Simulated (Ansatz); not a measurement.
**BI3 (boron triiodide): HF/3-21G**

Aim: the vertical ionisation energy of BI3 (boron triiodide) at HF/3-21G, from 2 runs. 

The results are computed with Ansatz 0.2.0.

35 further runs of the same task are left out: 1 that didn't finish, 34 set aside as unsound or not needed.

## 1. The molecule

The species is BI3 (4 atoms), meant as a singlet with charge 0. As SMILES, `IB(I)I`. The coordinates come from a PBE0-D4/def2-TZVP relaxation.

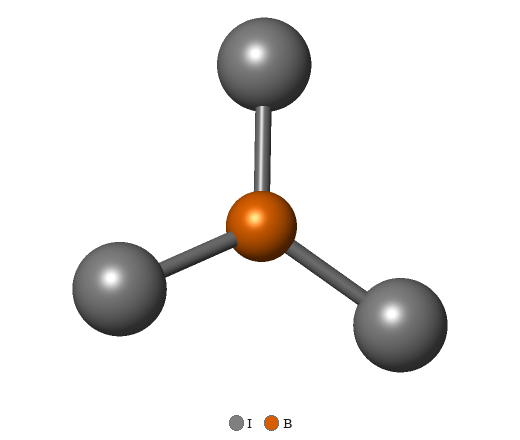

The structure, seen from a chosen angle (iodine grey, boron orange).

## 2. The energy at HF/3-21G

The input, molecule.yaml:

```yaml
crystal:
  periodic: [false, false, false]
  atoms:
    - {symbol: I, position_ang: [-1.308500, -0.295200, 1.615600]}
    - {symbol: B, position_ang: [0.013900, -0.015100, -0.005100]}
    - {symbol: I, position_ang: [1.876800, -1.006300, -0.030300]}
    - {symbol: I, position_ang: [-0.526500, 1.256300, -1.600500]}
basis:
  gaussian:
    orbitals: 3-21G-spherical.json
output: {orbitals: {seedname: orbitals}}
hamiltonian:
  xc: hf
accuracy: high
```

The basis set 3-21G is read from a file made from the Basis Set Exchange's data (not shown).

Launch:

```sh
$ ansatz run molecule.yaml --threads 1 --pin off --max-ram 3480MiB --events-out events.jsonl --progress --plain --runs-dir runs
```

The log of the run:

```text
Warning: RAYON_NUM_THREADS=1 ignored (pool sized by the plan → 1); use --threads N
Functional definition: HF
  name "HF"
  exchange = exact_x
  correlation = 0
2029 factors; integrals over basis functions are off by at most 4.5e-9 eV
mean field evaluation 1: about -562906.3391 eV, gradient 2.1e1 eV
mean field evaluation 2: about -562906.5473 eV, gradient 2.1e1 eV
mean field evaluation 4: about -562908.5117 eV, gradient 1.6e0 eV
mean field evaluation 8: about -562908.5390 eV, gradient 9.7e-2 eV
mean field evaluation 16: about -562908.5391 eV, gradient 1.1e-8 eV
mean field -562908.53909896 eV, -20686.5072587750 hartree, gradient 1.1e-8 eV, S^2 0.000000; 0 other end points of the search recorded, 0 dependent functions left out
reference -562908.53909896 eV, -20686.5072587750 hartree; 82, 82 occupied and 20, 20 virtual orbitals, 2029 factors
Total energy: -562908.53909896 eV, -20686.5072587750 hartree
```

It took 11 s on 1 thread of Intel Xeon Platinum 8488C (Sapphire Rapids), shared host; peak memory 0.54 GiB.

## 3. The doublet cation, same level

The input, job.yaml:

```yaml
crystal:
  periodic: [false, false, false]
  atoms:
    - {symbol: I, position_ang: [-1.308500, -0.295200, 1.615600]}
    - {symbol: B, position_ang: [0.013900, -0.015100, -0.005100]}
    - {symbol: I, position_ang: [1.876800, -1.006300, -0.030300]}
    - {symbol: I, position_ang: [-0.526500, 1.256300, -1.600500]}
basis:
  gaussian: {orbitals: 3-21G-spherical.json}
magnetization: {spin_polarized: true, initial_magnetization: 1}
total_charge: 1
output: {orbitals: {seedname: orbitals}}
accuracy: high
hamiltonian: {xc: hf}
```

The basis set 3-21G is read from a file made from the Basis Set Exchange's data (not shown).

Launch:

```sh
$ ansatz run job.yaml --threads 1 --pin off --max-ram 3480MiB --events-out events.jsonl --progress --plain --runs-dir runs
```

The log of the run:

```text
Warning: RAYON_NUM_THREADS=1 ignored (pool sized by the plan → 1); use --threads N
[... 4 set-up lines as earlier in the session ...]
2027 factors; integrals over basis functions are off by at most 4.6e-9 eV
mean field evaluation 1: about -562897.8600 eV, gradient 1.0e1 eV
mean field evaluation 2: about -562898.0780 eV, gradient 1.0e1 eV
mean field evaluation 4: about -562899.0761 eV, gradient 1.1e0 eV
mean field evaluation 8: about -562899.1033 eV, gradient 1.9e-2 eV
mean field evaluation 16: about -562899.2055 eV, gradient 1.3e0 eV
mean field evaluation 32: about -562899.2023 eV, gradient 1.6e0 eV
mean field evaluation 64: about -562898.9632 eV, gradient 2.0e0 eV
mean field evaluation 96: about -562899.0746 eV, gradient 1.3e0 eV
mean field evaluation 128: about -562898.9920 eV, gradient 2.0e-1 eV
mean field evaluation 160: about -562898.9776 eV, gradient 7.0e-1 eV
mean field evaluation 192: about -562899.2066 eV, gradient 1.5e0 eV
mean field evaluation 224: about -562896.1792 eV, gradient 1.3e1 eV
mean field evaluation 256: about -562898.4446 eV, gradient 2.6e0 eV
mean field evaluation 288: about -562898.5718 eV, gradient 1.1e0 eV
mean field evaluation 320: about -562899.1033 eV, gradient 1.4e-5 eV
mean field evaluation 352: about -562894.5668 eV, gradient 7.5e0 eV
mean field evaluation 384: about -562899.2500 eV, gradient 2.1e0 eV
mean field -562899.41824434 eV, -20686.1720735501 hartree, gradient 3.2e-8 eV, S^2 0.754959; 8 other end points of the search recorded, 0 dependent functions left out
reference -562899.41824434 eV, -20686.1720735501 hartree; 82, 81 occupied and 20, 21 virtual orbitals, 2027 factors
Total energy: -562899.41824434 eV, -20686.1720735501 hartree
```

Wall time 3.2 min (1 thread of Intel Xeon Platinum 8488C (Sapphire Rapids), shared host); peak memory 1.3 GiB.

## 4. Results

Level: HF/3-21G.

| quantity | value |
| --- | --- |
| singlet BI3: total energy | -20686.50726 Eh |
| singlet BI3: HOMO energy | -9.75 eV |
| singlet BI3: LUMO energy | 0.71 eV |
| singlet BI3: HOMO–LUMO gap | 10.46 eV |
| doublet cation: total energy | -20686.17207 Eh |
| doublet cation: HOMO energy (highest over α and β) | -14.38 eV |
| doublet cation: LUMO energy (lowest over α and β) | -8.19 eV |
| doublet cation: ⟨S²⟩ | 0.755 |
| vertical ionisation energy (to the doublet cation) | 9.121 eV |

**Reading.** Removing an electron at fixed nuclei costs 9.12 eV (210 kcal/mol). −ε(HOMO) before ionisation, 9.75 eV, is 0.63 eV above this ionisation energy. Relativity is left out (singlet BI3) although the molecule holds a heavy atom. Relativity is left out (doublet cation) although the molecule holds a heavy atom.
